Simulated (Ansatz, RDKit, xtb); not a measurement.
# Isomers of C3H5GeNO, a sample narrowed down, part 2 of 2

A sample of isomers of C3H5GeNO is drawn. Aim: find which of them has the lowest free energy at 298.15 K, then its properties. The sample is small against all isomers, and the most stable one of this formula need not be in it.

xtb, Ansatz and PySCF; isolated molecules. The steps go on from the part before.

### 7 Vibrations and thermal terms

The lowest few in one piece go on as finalists. In this search the thermal terms come from GFN2-xTB at its own nearest minimum. The first, c010a:

File start.xyz:

```xyz
11
c010a
C      0.492043     0.606944     0.520309
C      1.857939     0.737193     0.661739
C      0.989085     1.515207     2.434757
Ge    -0.674460    -0.091177    -0.869859
N      2.154816     1.316772     1.885474
O     -0.068329     1.115251     1.678018
H     -1.508275    -1.273858    -0.318738
H     -1.627708     1.021562    -1.370587
H      0.246115    -0.569081    -2.016759
H      2.642429     0.446447    -0.048059
H      0.757390     1.956012     3.412254
```

The run is started by

```console
$ xtb start.xyz --gfn 2 --ohess tight
```

The program printed, shortened:

```text
* xtb version 6.7.1
[...]
          :  # basis functions                  35          :
[...]
          :  # electrons                        32          :
[...]
          :  Hamiltonian                  GFN2-xTB          :
[...]
          :  net charge                          0          :
          :  unpaired electrons                  0          :
[...]
   *** convergence criteria satisfied after 12 iterations ***
[...]
   *** GEOMETRY OPTIMIZATION CONVERGED AFTER 9 ITERATIONS ***
[...]
   *** convergence criteria satisfied after 3 iterations ***
[...]
         ::                     SUMMARY                     ::
         :::::::::::::::::::::::::::::::::::::::::::::::::::::
         :: total energy             -17.868103178988 Eh    ::
         :: gradient norm              0.000200428339 Eh/a0 ::
         :: HOMO-LUMO gap              4.353499616936 eV    ::
         ::.................................................::
         :: SCC energy               -18.059352269626 Eh    ::
         :: -> isotropic ES            0.014957970851 Eh    ::
         :: -> anisotropic ES          0.002979314863 Eh    ::
         :: -> anisotropic XC          0.008343694699 Eh    ::
         :: -> dispersion             -0.007266059395 Eh    ::
         :: repulsion energy           0.191249090639 Eh    ::
         :: add. restraining           0.000000000000 Eh    ::
         :: total charge              -0.000000000000 e     ::
         :::::::::::::::::::::::::::::::::::::::::::::::::::::
[...]
        16        2.0000           -0.4037324             -10.9861 (HOMO)
        17                         -0.2437443              -6.6326 (LUMO)
[...]
molecular dipole:
                 x           y           z       tot (Debye)
 q only:       -0.343      -0.186      -0.367
   full:       -0.539      -0.121      -0.206       1.498
molecular quadrupole (traceless):
[...]
          | TOTAL ENERGY              -17.868103178988 Eh   |
          | TOTAL ENTHALPY            -17.791393696483 Eh   |
          | TOTAL FREE ENERGY         -17.830611766911 Eh   |
          | GRADIENT NORM               0.000200435897 Eh/α |
[...]
```

It took 0.28 s on 2 threads of Intel Xeon 6975P-C (Granite Rapids), shared host.

### 8 Zero-point energy and free-energy terms

As xtb prints them, at 298.15 K, with its own treatment of low modes:

```tsv
label	SMILES	spin	lowest mode (cm⁻¹)	zero-point (kcal/mol)	G − E (kcal/mol)
c010a	[GeH3][c]1cnco1	singlet	58	43.4	23.5
c055a	[GeH3][c]1cocn1	singlet	43	43.3	23.5
c608a	[GeH3][c]1ncco1	singlet	42	43.3	23.5
```

### 9 Energies at the top level

Each finalist gets a single point at CCSD(T)/def2-SVP + MP2/def2-TZVPP - MP2/def2-SVP.

c010a, CCSD(T)/def2-SVP:

File input.yaml:

```yaml
crystal:
  periodic: [false, false, false]
  atoms:
    - symbol: C
      position_ang: [0.492043, 0.606944, 0.520309]
    - symbol: C
      position_ang: [1.857939, 0.737193, 0.661739]
    - symbol: C
      position_ang: [0.989085, 1.515207, 2.434757]
    - symbol: Ge
      position_ang: [-0.674460, -0.091177, -0.869859]
    - symbol: "N"
      position_ang: [2.154816, 1.316772, 1.885474]
    - symbol: O
      position_ang: [-0.068329, 1.115251, 1.678018]
    - symbol: H
      position_ang: [-1.508275, -1.273858, -0.318738]
    - symbol: H
      position_ang: [-1.627708, 1.021562, -1.370587]
    - symbol: H
      position_ang: [0.246115, -0.569081, -2.016759]
    - symbol: H
      position_ang: [2.642429, 0.446447, -0.048059]
    - symbol: H
      position_ang: [0.757390, 1.956012, 3.412254]
basis:
  gaussian:
    orbitals: def2-SVP
correlation:
  method: ccsd_t
  frozen_orbitals: {C: 1, Ge: 9, "N": 1, H: 0, O: 1}
```

The run is started by

```console
$ ansatz run input.yaml --threads 2 --pin off --max-ram 5220MiB --events-out events.jsonl --progress --plain --runs-dir runs
```

The program printed, shortened:

```text
Warning: RAYON_NUM_THREADS=2 ignored (pool sized by the plan → 2); use --threads N
Functional definition: HF
  name "HF"
[...]
1284 factors; integrals over basis functions are off by at most 1.5e-3 eV
[...]
mean field -63149.55922245 eV, -2320.7034971166 hartree, gradient 5.3e-6 eV, S^2 0.000000; 0 other end points of the search recorded, 0 dependent functions left out; unrestricted orbitals would lower it
14 core orbitals not correlated: weight in the atoms' cores, before any rotation towards them, 1.000 or more for the frozen orbitals, at most 0.000 for the correlated occupied ones
reference -63149.55922245 eV, -2320.7034971166 hartree; 21, 21 occupied and 92, 92 virtual orbitals, 1284 factors
second order -26.30261371 eV of doubles, -0.00000000 eV of singles
cycle   1  -25.98051992 eV  change    3.2e-1 eV  update   1.4e-1
[...]
cycle   9  -27.00971163 eV  change   -4.1e-5 eV  update   4.5e-5
perturbative correction -1.05249410 eV, -0.0386784448 hartree
Total energy: -63177.62142818 eV, -2321.7347641559 hartree
```

It took 14 s on 2 threads of Intel Xeon 6975P-C (Granite Rapids), shared host; peak memory 0.85 GiB.

### 10 c010a at MP2/def2-TZVPP

File input.yaml:

```yaml
basis:
  gaussian: {orbitals: def2-TZVPP}
crystal:
  periodic: [false, false, false]
  atoms:
    - {symbol: C, position_ang: [0.492043, 0.606944, 0.520309]}
    - {symbol: C, position_ang: [1.857939, 0.737193, 0.661739]}
    - {symbol: C, position_ang: [0.989085, 1.515207, 2.434757]}
    - {symbol: Ge, position_ang: [-0.674460, -0.091177, -0.869859]}
    - {symbol: "N", position_ang: [2.154816, 1.316772, 1.885474]}
    - {symbol: O, position_ang: [-0.068329, 1.115251, 1.678018]}
    - {symbol: H, position_ang: [-1.508275, -1.273858, -0.318738]}
    - {symbol: H, position_ang: [-1.627708, 1.021562, -1.370587]}
    - {symbol: H, position_ang: [0.246115, -0.569081, -2.016759]}
    - {symbol: H, position_ang: [2.642429, 0.446447, -0.048059]}
    - {symbol: H, position_ang: [0.757390, 1.956012, 3.412254]}
correlation: {method: mp2, frozen_orbitals: {C: 1, Ge: 9, "N": 1, H: 0, O: 1}}
```

The run is started by

```console
$ ansatz run input.yaml --threads 2 --pin off --max-ram 5220MiB --events-out events.jsonl --progress --plain --runs-dir runs
```

The program printed:

```text
Warning: RAYON_NUM_THREADS=2 ignored (pool sized by the plan → 2); use --threads N
[... 2 set-up lines as earlier in the session ...]
  exchange = exact_x
  correlation = 0
1700 factors; integrals over basis functions are off by at most 7.5e-4 eV
mean field evaluation 1: about -63160.3730 eV, gradient 3.6e1 eV
mean field evaluation 2: about -63160.7722 eV, gradient 3.6e1 eV
mean field evaluation 4: about -63164.3518 eV, gradient 5.5e0 eV
mean field evaluation 8: about -63164.4515 eV, gradient 4.5e-1 eV
mean field -63164.45259850 eV, -2321.2508185912 hartree, gradient 1.6e-6 eV, S^2 0.000000; 0 other end points of the search recorded, 0 dependent functions left out; unrestricted orbitals would lower it
mean field evaluation 16: about -63164.3939 eV, gradient 3.1e0 eV
14 core orbitals not correlated: weight in the atoms' cores, before any rotation towards them, 1.000 or more for the frozen orbitals, at most 0.000 for the correlated occupied ones
reference -63164.45259850 eV, -2321.2508185912 hartree; 21, 21 occupied and 238, 238 virtual orbitals, 1700 factors
second order -31.63384867 eV of doubles, -0.00000000 eV of singles
Total energy: -63196.08644717 eV, -2322.4133410877 hartree
```

Wall time 9.9 s (2 threads of Intel Xeon 6975P-C (Granite Rapids), shared host); peak memory 0.78 GiB.

### 11 c055a at CCSD(T)/def2-SVP

File input.yaml:

```yaml
basis:
  gaussian:
    orbitals: def2-SVP
crystal:
  periodic: [false, false, false]
  atoms:
    - symbol: C
      position_ang: [0.464558, 0.649270, 0.546792]
    - symbol: C
      position_ang: [1.428760, 0.050993, 1.324775]
    - symbol: C
      position_ang: [1.052913, 2.043803, 2.060578]
    - symbol: Ge
      position_ang: [-0.500877, -0.044468, -0.995569]
    - symbol: "N"
      position_ang: [0.242564, 1.938120, 1.047395]
    - symbol: O
      position_ang: [1.811834, 0.935903, 2.296729]
    - symbol: H
      position_ang: [-0.009436, -1.490285, -1.263930]
    - symbol: H
      position_ang: [-2.020910, -0.052776, -0.702144]
    - symbol: H
      position_ang: [-0.220351, 0.843038, -2.232682]
    - symbol: H
      position_ang: [1.922867, -0.925447, 1.327798]
    - symbol: H
      position_ang: [1.201459, 2.894342, 2.737216]
correlation:
  method: ccsd_t
  frozen_orbitals: {C: 1, Ge: 9, "N": 1, H: 0, O: 1}
```

The run is started by

```console
$ ansatz run input.yaml --threads 2 --pin off --max-ram 5220MiB --events-out events.jsonl --progress --plain --runs-dir runs
```

The program printed, shortened:

```text
Warning: RAYON_NUM_THREADS=2 ignored (pool sized by the plan → 2); use --threads N
[... 2 set-up lines as earlier in the session ...]
[...]
1283 factors; integrals over basis functions are off by at most 1.4e-3 eV
[...]
mean field -63149.53691679 eV, -2320.7026773987 hartree, gradient 8.0e-6 eV, S^2 0.000000; 0 other end points of the search recorded, 0 dependent functions left out; unrestricted orbitals would lower it
14 core orbitals not correlated: weight in the atoms' cores, before any rotation towards them, 1.000 or more for the frozen orbitals, at most 0.000 for the correlated occupied ones
reference -63149.53691679 eV, -2320.7026773987 hartree; 21, 21 occupied and 92, 92 virtual orbitals, 1283 factors
second order -26.31482955 eV of doubles, -0.00000000 eV of singles
cycle   1  -25.99487203 eV  change    3.2e-1 eV  update   1.4e-1
[...]
cycle   9  -27.01916371 eV  change   -3.9e-5 eV  update   4.3e-5
perturbative correction -1.05092790 eV, -0.0386208879 hartree
Total energy: -63177.60700841 eV, -2321.7342342388 hartree
```

Run time: 16 s. Hardware: 2 threads of Intel Xeon 6975P-C (Granite Rapids), shared host; peak memory 0.85 GiB.

For c010a, c055a, c608a the log finds that unrestricted Hartree-Fock orbitals lie lower, a sign to watch the closed-shell reference there.

### 12 Free energies and the winner

Energies in kcal/mol from c010a; G adds the thermal terms to the CCSD(T)/def2-SVP + MP2/def2-TZVPP - MP2/def2-SVP energy. The columns left of the relaxed level are at the tight-binding geometries.

```tsv
label	SMILES	spin	GFN2-xTB	HF/STO-3G	r2SCAN-D4/def2-SVP	PBE-D3(BJ)/def2-SVP	HF/def2-SVP	MP2/def2-SVP	CCSD(T)/def2-SVP + MP2/def2-TZVPP - MP2/def2-SVP	G	share at equilibrium	T1
c010a	[GeH3][c]1cnco1	singlet	0.0	0.0	0.0	0.0	0.0	0.0	0.0	0.0	59.8 %	0.014
c055a	[GeH3][c]1cocn1	singlet	1.4	1.4	1.1	0.6	0.5	0.2	0.5	0.4	29.6 %	0.013
c608a	[GeH3][c]1ncco1	singlet	-1.2	-0.9	0.8	0.9	1.7	1.2	1.1	1.0	10.6 %	0.013
```

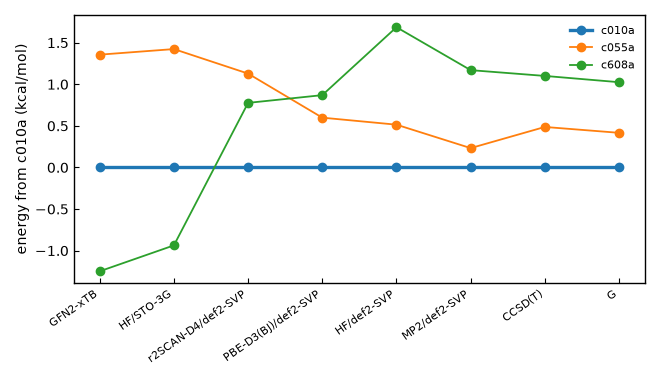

The finalists at each level, measured from c010a.

Lowest found: c010a, `[GeH3][c]1cnco1`, a singlet. Bond lengths: C1–C2 1.379 Å, C1–Ge4 1.944 Å, C2–N5 1.386 Å, C3–N5 1.304 Å, C1–O6 1.383 Å, C3–O6 1.360 Å, Ge4–H7 1.548 Å, Ge4–H8 1.548 Å, Ge4–H9 1.546 Å, C2–H10 1.097 Å, C3–H11 1.097 Å. Some angles: C1–C2–N5 110.0°, C2–C1–Ge4 134.5°, C2–C1–O6 106.3°, Ge4–C1–O6 119.2°, C2–N5–C3 104.1°, N5–C3–O6 114.6°, C1–O6–C3 105.0°, C1–C2–H10 128.1°, N5–C2–H10 121.9°, C1–Ge4–H7 110.0°.

```xyz
11

C     0.4920    0.6069    0.5203
C     1.8579    0.7372    0.6617
C     0.9891    1.5152    2.4348
Ge   -0.6745   -0.0912   -0.8699
N     2.1548    1.3168    1.8855
O    -0.0683    1.1153    1.6780
H    -1.5083   -1.2739   -0.3187
H    -1.6277    1.0216   -1.3706
H     0.2461   -0.5691   -2.0168
H     2.6424    0.4464   -0.0481
H     0.7574    1.9560    3.4123
```

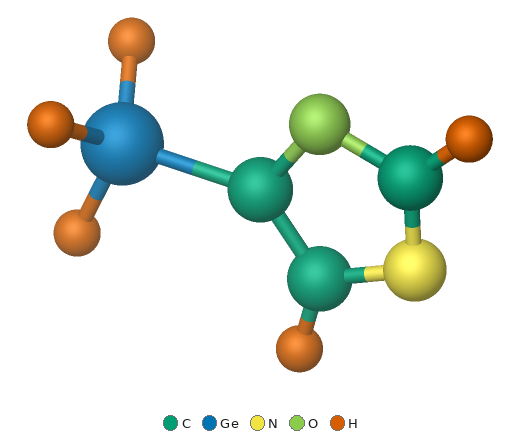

The lowest structure found, seen from a chosen angle (carbon teal, germanium blue, nitrogen yellow, oxygen green, hydrogen orange).

### 13 What came out

This closing draws on all 2 parts.

| quantity | value |
| --- | --- |
| lowest structure found | [GeH3][c]1cnco1, singlet |
| next finalist | [GeH3][c]1cocn1, singlet, 0.4 kcal/mol higher in G |
| share at equilibrium, among the finalists | 59.8 % |
| funnel | 3 starts, 3 minima at GFN2-xTB, 6 screening runs, 3 relaxed, 3 ranked |
| CPU time of all runs | 5.2 min |

The lowest structure found is `[GeH3][c]1cnco1`. Its margin of 0.4 kcal/mol is inside the likely error of CCSD(T)/def2-SVP + MP2/def2-TZVPP - MP2/def2-SVP with harmonic terms (about 1.5 kcal/mol), so the order of the first two is not settled. r2SCAN-D4/def2-SVP, PBE-D3(BJ)/def2-SVP, HF/def2-SVP and MP2/def2-SVP already put its bonding pattern lowest among the structures in one piece; GFN2-xTB and HF/STO-3G favour the singlet [GeH3][c]1ncco1. The largest share of the time went into the final energies (47 %). Lowest found is not proven lowest: the search is finite, and each finalist counts with one conformer. Only 3 drawn patterns were tried, so whole families of isomers are missing, and the result ranks this sample alone.
